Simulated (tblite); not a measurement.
**Run report: C5H15N2PSi, geometry relaxation (part 3 of 4)**

C5H15N2PSi; GFN2-xTB geometry optimisation, gas phase (tblite 0.8.0). It belongs to a series of runs on one base structure; here: phosphine turned into its imine (P=NH).

Geometry of the input (Å):
```
C  1.2924  -2.1891  -0.0605
C  1.3471  -0.7258  -0.4294
C  1.3814  0.3183  0.6506
Si 2.3929  1.8627  0.4665
P  -0.0949  0.3186  -0.4176
N  -0.1991  1.3656  -1.5914
N  -1.5436  -0.1195  0.4165
C  -2.0878  -1.3786  0.0195
C  -2.4789  0.9813  0.2053
H  0.8684  -2.3679  0.9554
H  0.7789  -2.8023  -0.8393
H  2.3396  -2.5680  -0.0246
H  2.0427  -0.5308  -1.2690
H  1.2982  -0.0799  1.6699
H  1.8342  2.8648  1.4156
H  2.2980  2.4289  -0.8536
H  3.7777  1.5831  0.8850
H  -0.2602  2.3760  -1.4563
H  -1.3633  -2.2187  0.0948
H  -2.5595  -1.3528  -0.9978
H  -2.9314  -1.6503  0.7292
H  -2.7055  1.0713  -0.8727
H  -2.0207  1.9609  0.5322
H  -3.4186  0.8720  0.7793
```

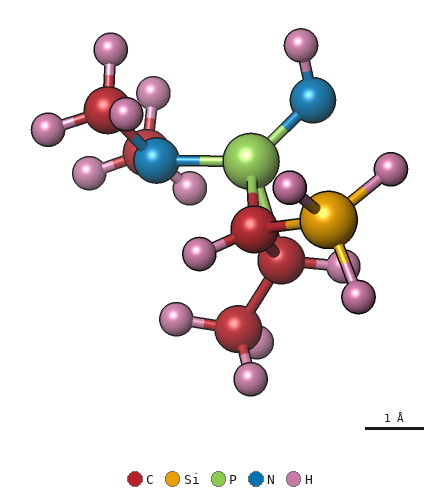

**Figure 1.** The geometry at step 79 of the log (ball-and-stick view, seen at a tilt).

Trajectory as extended XYZ, continued:
```
24
Properties=species:S:1:pos:R:3:forces:R:3 step=60 energy=-772.96041
C     1.3524   -2.0127    0.1960   -0.0430  -0.0740   0.0010
C     1.2904   -0.6403   -0.4191   -0.0810  -0.0950   0.0200
C     1.1921    0.5820    0.5529   -0.0560  -0.0100  -0.0160
Si    2.6094    1.8059    0.5246   -0.0220   0.0620   0.0250
P    -0.1463    0.4102   -0.6729    0.0110  -0.0690  -0.0500
N    -0.3090    1.0793   -2.0733   -0.0050   0.1710  -0.0670
N    -1.4770   -0.1973    0.2405   -0.0400  -0.0070   0.0690
C    -2.1593   -1.3247   -0.3703    0.0420   0.0450  -0.0390
C    -2.4073    0.8660    0.5842   -0.0410  -0.0680   0.0190
H     0.6009   -2.1217    0.9754   -0.0200   0.0000  -0.0120
H     1.1881   -2.7802   -0.5616    0.0430  -0.0140   0.0660
H     2.3367   -2.1698    0.6449   -0.0760  -0.0030  -0.0550
H     2.0123   -0.5041   -1.2237   -0.0290   0.0620   0.0590
H     0.8439    0.2737    1.5330    0.0730  -0.0170   0.0710
H     2.2958    2.8699    1.4785    0.0020   0.0570   0.0080
H     2.8075    2.3431   -0.8171    0.0000   0.0040  -0.0250
H     3.8039    1.0794    0.9684    0.0100   0.0160  -0.0280
H    -0.8797    1.9175   -2.0427    0.0450  -0.0330  -0.1050
H    -1.4247   -2.0734   -0.6581    0.0410  -0.0390   0.0290
H    -2.7237   -1.0436   -1.2689   -0.0340   0.0210   0.0280
H    -2.8497   -1.7507    0.3631    0.0370  -0.0020  -0.0600
H    -3.0517    1.1569   -0.2582    0.1230   0.0630  -0.0340
H    -1.8505    1.7397    0.9317   -0.0180  -0.0670  -0.0130
H    -3.0663    0.5149    1.3802    0.0400  -0.0020   0.1070
24
Properties=species:S:1:pos:R:3:forces:R:3 step=64 energy=-772.98286
C     1.3458   -2.0172    0.2650   -0.0520   0.0750  -0.0330
C     1.2914   -0.6717   -0.4059   -0.0450   0.0780  -0.0480
C     1.1761    0.5759    0.5369    0.0720  -0.0170   0.0640
Si    2.5799    1.8181    0.4915    0.0550   0.0210  -0.0260
P    -0.1396    0.3777   -0.7017   -0.0750   0.0920   0.0050
N    -0.2532    1.0811   -2.0944    0.0700  -0.1740   0.0700
N    -1.4786   -0.2237    0.2121    0.1040  -0.0160  -0.0380
C    -2.1867   -1.2908   -0.4687    0.0130  -0.0140   0.0460
C    -2.3757    0.8256    0.6582    0.0760   0.0810   0.0430
H     0.5588   -2.0843    1.0118   -0.0310  -0.1100   0.0010
H     1.2420   -2.8237   -0.4551   -0.0930  -0.0830  -0.0480
H     2.3088   -2.1381    0.7587    0.0360   0.0240   0.0640
H     2.0222   -0.5396   -1.2024    0.0000  -0.0220   0.0460
H     0.8473    0.2789    1.5270    0.0080   0.0080   0.0630
H     2.2648    2.8932    1.4306   -0.0170   0.0470   0.0440
H     2.7687    2.3558   -0.8508   -0.0190  -0.0020  -0.0510
H     3.8043    1.1225    0.9161   -0.0720   0.0250  -0.0180
H    -0.8679    1.8817   -2.0799   -0.0570   0.1210  -0.0790
H    -1.4593   -2.0093   -0.8485   -0.0440   0.0230  -0.0220
H    -2.7932   -0.9169   -1.3031   -0.0030  -0.0760  -0.0380
H    -2.8444   -1.7870    0.2502    0.0070  -0.0050  -0.0450
H    -3.0506    1.1781   -0.1327    0.0030  -0.0180  -0.0390
H    -1.7874    1.6761    1.0061    0.0510  -0.0090   0.0450
H    -2.9852    0.4573    1.4863    0.0140  -0.0520  -0.0050
24
Properties=species:S:1:pos:R:3:forces:R:3 step=67 energy=-772.99403
C     1.3386   -2.0153    0.2942   -0.0370  -0.0760  -0.0040
C     1.2894   -0.6809   -0.4024    0.0610  -0.0430   0.0930
C     1.1828    0.5672    0.5420   -0.0270   0.0130   0.0140
Si    2.5639    1.8366    0.4675   -0.1240   0.0530  -0.0130
P    -0.1370    0.3704   -0.6986    0.1220   0.0990   0.0990
N    -0.2250    1.0671   -2.0940   -0.0550  -0.0060  -0.0190
N    -1.4754   -0.2334    0.1983   -0.0430  -0.1020  -0.0090
C    -2.2008   -1.2695   -0.5124    0.0090  -0.0240  -0.0790
C    -2.3508    0.8131    0.6943    0.0390  -0.0480  -0.0060
H     0.5344   -2.0738    1.0244   -0.0140  -0.0800   0.0050
H     1.2486   -2.8486   -0.4026   -0.0540   0.0560  -0.0290
H     2.2924   -2.1267    0.8175   -0.0790   0.0670  -0.0290
H     2.0318   -0.5623   -1.1871    0.0110  -0.0070  -0.0280
H     0.8762    0.2666    1.5399   -0.0140   0.0470  -0.0010
H     2.2277    2.9145    1.4050    0.0290  -0.0250  -0.0200
H     2.7257    2.3679   -0.8817   -0.0120  -0.0060  -0.0230
H     3.7839    1.1434    0.8832    0.0640   0.0130   0.0200
H    -0.8438    1.8690   -2.0968    0.0250   0.0140  -0.0820
H    -1.4829   -1.9646   -0.9486    0.0060   0.0030  -0.0020
H    -2.8268   -0.8653   -1.3201    0.0160  -0.0300   0.0130
H    -2.8426   -1.8105    0.1859    0.0030   0.0280   0.0350
H    -3.0416    1.1869   -0.0742    0.0240   0.0040   0.0140
H    -1.7390    1.6422    1.0459    0.0420   0.0680   0.0690
H    -2.9413    0.4257    1.5281    0.0090  -0.0180  -0.0190
24
Properties=species:S:1:pos:R:3:forces:R:3 step=71 energy=-773.00466
C     1.3245   -2.0266    0.3232   -0.0260   0.0190   0.0130
C     1.2905   -0.6976   -0.3881   -0.0010   0.0240   0.0300
C     1.1874    0.5581    0.5507    0.0140   0.0070   0.0260
Si    2.5351    1.8584    0.4419    0.0480  -0.0160  -0.0080
P    -0.1263    0.3692   -0.6876   -0.0110  -0.0390  -0.0280
N    -0.2056    1.0575   -2.0878   -0.0350   0.0020  -0.0170
N    -1.4712   -0.2576    0.1875    0.0230   0.0210  -0.0300
C    -2.2169   -1.2525   -0.5617    0.0130   0.0040   0.0160
C    -2.3181    0.7919    0.7270    0.0110  -0.0130   0.0070
H     0.5126   -2.0874    1.0442   -0.0490  -0.0100  -0.0070
H     1.2472   -2.8731   -0.3580   -0.0070   0.0780  -0.0660
H     2.2686   -2.1100    0.8645   -0.0110  -0.0400  -0.0090
H     2.0377   -0.5874   -1.1718   -0.0040  -0.0380   0.0340
H     0.8951    0.2694    1.5545   -0.0460   0.0260   0.0250
H     2.1969    2.9332    1.3797    0.0050   0.0000  -0.0160
H     2.6825    2.3779   -0.9136   -0.0390  -0.0010  -0.0110
H     3.7795    1.1937    0.8471    0.0050   0.0410   0.0060
H    -0.8102    1.8700   -2.1178    0.0460  -0.0310  -0.0270
H    -1.5114   -1.9265   -1.0470    0.0220   0.0020  -0.0120
H    -2.8625   -0.8093   -1.3322    0.0380  -0.0080   0.0100
H    -2.8426   -1.8262    0.1255   -0.0030   0.0220   0.0240
H    -3.0187    1.1883   -0.0218    0.0270   0.0200   0.0460
H    -1.6890    1.6115    1.0845   -0.0210  -0.0660   0.0140
H    -2.8972    0.3949    1.5645    0.0010  -0.0070  -0.0180
24
Properties=species:S:1:pos:R:3:forces:R:3 step=75 energy=-773.01571
C     1.2961   -2.0270    0.3482   -0.0140   0.0160  -0.0220
C     1.2855   -0.6997   -0.3655   -0.0220   0.0040  -0.0170
C     1.1861    0.5596    0.5660   -0.0710   0.0710  -0.0740
Si    2.5269    1.8679    0.4242   -0.0330  -0.0120   0.0110
P    -0.1158    0.3755   -0.6964   -0.0130   0.0480   0.0010
N    -0.1782    1.0530   -2.1036    0.0790  -0.1370  -0.0210
N    -1.4605   -0.2593    0.1613   -0.0280   0.0150   0.0590
C    -2.2130   -1.2406   -0.5962    0.0220   0.0300  -0.0230
C    -2.2910    0.7667    0.7621   -0.0260   0.0170   0.0320
H     0.4644   -2.1018    1.0469    0.0030   0.0340  -0.0410
H     1.2414   -2.8618   -0.3487    0.0030   0.0160  -0.0190
H     2.2300   -2.1022    0.9084   -0.0420  -0.0960   0.0120
H     2.0382   -0.6164   -1.1468    0.0510   0.0290   0.0660
H     0.8707    0.2871    1.5702    0.0290   0.0430  -0.0680
H     2.1876    2.9501    1.3543    0.0040   0.0000  -0.0220
H     2.6477    2.3774   -0.9397   -0.0350  -0.0240   0.0240
H     3.7827    1.2292    0.8269    0.0360   0.0100   0.0030
H    -0.7932    1.8508   -2.1857    0.0060   0.0150   0.0600
H    -1.5060   -1.8907   -1.1149   -0.0400  -0.0300   0.0680
H    -2.8700   -0.7863   -1.3482   -0.0080   0.0370  -0.0160
H    -2.8318   -1.8263    0.0891    0.0710  -0.0130  -0.0220
H    -3.0013    1.2136    0.0538    0.0060  -0.0180  -0.0180
H    -1.6504    1.5595    1.1493    0.0540   0.0130   0.0280
H    -2.8578    0.3414    1.5925   -0.0300  -0.0660   0.0010
24
Properties=species:S:1:pos:R:3:forces:R:3 step=79 energy=-773.02895
C     1.2616   -2.0266    0.3725    0.0010  -0.0430  -0.0410
C     1.2820   -0.7005   -0.3402    0.0570   0.0020   0.0010
C     1.1762    0.5729    0.5698    0.0570  -0.0340   0.0140
Si    2.5069    1.8809    0.4020    0.0400   0.0560   0.0050
P    -0.1056    0.3811   -0.7019    0.0160  -0.0720  -0.0350
N    -0.1406    1.0170   -2.1273   -0.0220   0.0220  -0.0640
N    -1.4540   -0.2520    0.1397    0.0510  -0.1130  -0.0290
C    -2.2093   -1.2123   -0.6393   -0.0480   0.0170   0.0100
C    -2.2635    0.7428    0.8089    0.0410  -0.0110   0.0320
H     0.4072   -2.1046    1.0401   -0.0400   0.0270  -0.0150
H     1.2283   -2.8444   -0.3439   -0.0510  -0.0640  -0.0070
H     2.1745   -2.1336    0.9608   -0.0230  -0.0010   0.0200
H     2.0597   -0.6455   -1.0965    0.0510   0.0970  -0.0210
H     0.8739    0.3116    1.5776   -0.0600   0.0430   0.0180
H     2.1571    2.9722    1.3137    0.0040   0.0380   0.0240
H     2.5734    2.3708   -0.9695    0.0150  -0.0020  -0.0360
H     3.7881    1.2854    0.7960   -0.0200   0.0000  -0.0150
H    -0.7437    1.8248   -2.2256    0.0540  -0.0280   0.0190
H    -1.5110   -1.8487   -1.1835    0.0280   0.0080   0.0170
H    -2.8831   -0.7425   -1.3684    0.0140   0.0150   0.0340
H    -2.8031   -1.8275    0.0401   -0.0300  -0.0140  -0.0090
H    -2.9753    1.2403    0.1393   -0.0340   0.0070  -0.0140
H    -1.5919    1.4949    1.2265   -0.0580   0.0260   0.0650
H    -2.8195    0.2627    1.6166   -0.0440   0.0240   0.0270
24
Properties=species:S:1:pos:R:3:forces:R:3 step=83 energy=-773.03995
C     1.2379   -2.0313    0.3712    0.0100   0.0370   0.0220
C     1.2928   -0.6957   -0.3254    0.0220  -0.0290  -0.0210
C     1.1785    0.5843    0.5717   -0.0460   0.0150  -0.0020
Si    2.5075    1.9001    0.3925   -0.0760  -0.0240  -0.0100
P    -0.0979    0.3722   -0.7117    0.0570   0.0220  -0.0100
N    -0.1307    0.9840   -2.1501    0.0300  -0.1210   0.0490
N    -1.4425   -0.2690    0.1431    0.0280   0.0870   0.0280
C    -2.2119   -1.2027   -0.6527    0.0880  -0.0630   0.0510
C    -2.2424    0.7212    0.8376   -0.0430  -0.0170  -0.0060
H     0.3667   -2.1022    1.0208   -0.0060   0.0420  -0.0680
H     1.2069   -2.8426   -0.3544   -0.0240  -0.0110   0.0240
H     2.1318   -2.1516    0.9841    0.0130  -0.0480   0.0070
H     2.0837   -0.6278   -1.0680    0.0200   0.0050  -0.0080
H     0.8458    0.3518    1.5777    0.0060   0.0000  -0.0010
H     2.1621    2.9957    1.3027    0.0050   0.0190  -0.0070
H     2.5524    2.3684   -0.9899    0.0330   0.0060   0.0130
H     3.7892    1.3073    0.7841    0.0030   0.0000  -0.0180
H    -0.7081    1.8054   -2.2554   -0.0360   0.0840  -0.0030
H    -1.5100   -1.8317   -1.2013   -0.0040   0.0090  -0.0730
H    -2.8825   -0.7130   -1.3688   -0.0030   0.0070   0.0040
H    -2.7995   -1.8378    0.0118   -0.0910   0.0160   0.0290
H    -2.9522    1.2381    0.1786    0.0150   0.0140  -0.0250
H    -1.5729    1.4623    1.2790   -0.0430  -0.0290   0.0190
H    -2.8164    0.2344    1.6304    0.0400  -0.0190   0.0060
24
Properties=species:S:1:pos:R:3:forces:R:3 step=87 energy=-773.04537
C     1.2231   -2.0349    0.3806   -0.0050  -0.0050  -0.0050
C     1.3060   -0.7006   -0.3137    0.0080   0.0190   0.0070
C     1.1787    0.5854    0.5769    0.0130  -0.0150   0.0120
Si    2.4884    1.9140    0.3781    0.0110   0.0100   0.0010
P    -0.0817    0.3651   -0.7150   -0.0340  -0.0040   0.0070
N    -0.1119    0.9556   -2.1611   -0.0310   0.0320   0.0140
N    -1.4327   -0.2659    0.1355    0.0020  -0.0610   0.0050
C    -2.2083   -1.1910   -0.6672   -0.0160   0.0230  -0.0180
C    -2.2278    0.7049    0.8600    0.0090  -0.0050   0.0010
H     0.3327   -2.0896    1.0032   -0.0100   0.0400   0.0050
H     1.1857   -2.8457   -0.3457    0.0100   0.0000   0.0010
H     2.0999   -2.1807    1.0128   -0.0030  -0.0070  -0.0030
H     2.1058   -0.6307   -1.0465    0.0160  -0.0290   0.0020
H     0.8472    0.3650    1.5851   -0.0150  -0.0220   0.0030
H     2.1387    3.0168    1.2795    0.0050   0.0000  -0.0150
H     2.5136    2.3677   -1.0090    0.0340   0.0180   0.0000
H     3.7854    1.3434    0.7572   -0.0230   0.0070  -0.0150
H    -0.6664    1.7969   -2.2631    0.0210  -0.0080  -0.0220
H    -1.5139   -1.8027   -1.2455   -0.0150  -0.0090   0.0080
H    -2.8861   -0.6856   -1.3683    0.0120   0.0010   0.0240
H    -2.8020   -1.8361   -0.0134    0.0320   0.0420  -0.0010
H    -2.9341    1.2488    0.2191    0.0030  -0.0120  -0.0070
H    -1.5552    1.4256    1.3274   -0.0150   0.0060   0.0060
H    -2.7966    0.1941    1.6407   -0.0060  -0.0210  -0.0100
24
Properties=species:S:1:pos:R:3:forces:R:3 step=91 energy=-773.04708
C     1.2196   -2.0347    0.3809   -0.0030   0.0080   0.0070
C     1.3108   -0.6994   -0.3112   -0.0070  -0.0140  -0.0090
C     1.1799    0.5854    0.5796   -0.0060   0.0030  -0.0060
Si    2.4842    1.9192    0.3739   -0.0020  -0.0030  -0.0030
P    -0.0824    0.3624   -0.7107    0.0290   0.0030  -0.0100
N    -0.1176    0.9487   -2.1577    0.0050  -0.0110  -0.0140
N    -1.4285   -0.2777    0.1426    0.0170   0.0250  -0.0050
C    -2.2091   -1.1885   -0.6699    0.0040  -0.0070   0.0090
C    -2.2235    0.6969    0.8641    0.0020  -0.0190   0.0050
H     0.3245   -2.0782    0.9978    0.0070   0.0030   0.0140
H     1.1820   -2.8467   -0.3443   -0.0100   0.0180  -0.0050
H     2.0932   -2.1882    1.0159   -0.0120   0.0090   0.0110
H     2.1141   -0.6343   -1.0412   -0.0040  -0.0040   0.0060
H     0.8424    0.3662    1.5863    0.0180  -0.0190   0.0020
H     2.1394    3.0238    1.2732   -0.0100   0.0110  -0.0050
H     2.5181    2.3746   -1.0128    0.0120   0.0110   0.0000
H     3.7806    1.3507    0.7496    0.0160  -0.0110   0.0020
H    -0.6537    1.7987   -2.2698   -0.0150   0.0250   0.0020
H    -1.5203   -1.8003   -1.2546   -0.0140  -0.0060   0.0070
H    -2.8859   -0.6731   -1.3621   -0.0030   0.0260  -0.0170
H    -2.8041   -1.8321   -0.0187   -0.0060  -0.0140   0.0150
H    -2.9254    1.2423    0.2196    0.0000  -0.0160  -0.0060
H    -1.5536    1.4177    1.3350   -0.0010  -0.0020   0.0050
H    -2.7963    0.1864    1.6418   -0.0160  -0.0170  -0.0050
24
Properties=species:S:1:pos:R:3:forces:R:3 step=95 energy=-773.04790
C     1.2174   -2.0341    0.3842   -0.0080  -0.0030   0.0000
C     1.3136   -0.7018   -0.3109    0.0060   0.0150   0.0040
C     1.1816    0.5834    0.5799    0.0190  -0.0030  -0.0060
Si    2.4817    1.9210    0.3705    0.0160   0.0060   0.0040
P    -0.0775    0.3614   -0.7131   -0.0220   0.0100   0.0020
N    -0.1179    0.9483   -2.1598    0.0030   0.0190  -0.0080
N    -1.4241   -0.2773    0.1402   -0.0100  -0.0150   0.0100
C    -2.2102   -1.1850   -0.6711   -0.0080   0.0100  -0.0060
C    -2.2213    0.6914    0.8667   -0.0070   0.0050  -0.0050
H     0.3222   -2.0714    1.0005   -0.0160  -0.0100   0.0140
H     1.1774   -2.8446   -0.3421   -0.0150  -0.0060   0.0070
H     2.0880   -2.1917    1.0218    0.0030   0.0150   0.0020
H     2.1194   -0.6413   -1.0375    0.0070   0.0060  -0.0110
H     0.8483    0.3589    1.5875    0.0110   0.0080  -0.0170
H     2.1314    3.0276    1.2664   -0.0040  -0.0020  -0.0060
H     2.5172    2.3794   -1.0156    0.0050   0.0010   0.0040
H     3.7819    1.3571    0.7439   -0.0020  -0.0040   0.0030
H    -0.6473    1.8043   -2.2671    0.0060  -0.0110   0.0070
H    -1.5279   -1.7987   -1.2599    0.0130  -0.0120  -0.0030
H    -2.8860   -0.6633   -1.3615    0.0020  -0.0050   0.0150
H    -2.8040   -1.8292   -0.0184   -0.0090   0.0120  -0.0030
H    -2.9231    1.2372    0.2219    0.0040  -0.0110   0.0040
H    -1.5549    1.4131    1.3419   -0.0090  -0.0210   0.0060
H    -2.7977    0.1752    1.6391    0.0150  -0.0040  -0.0150
```
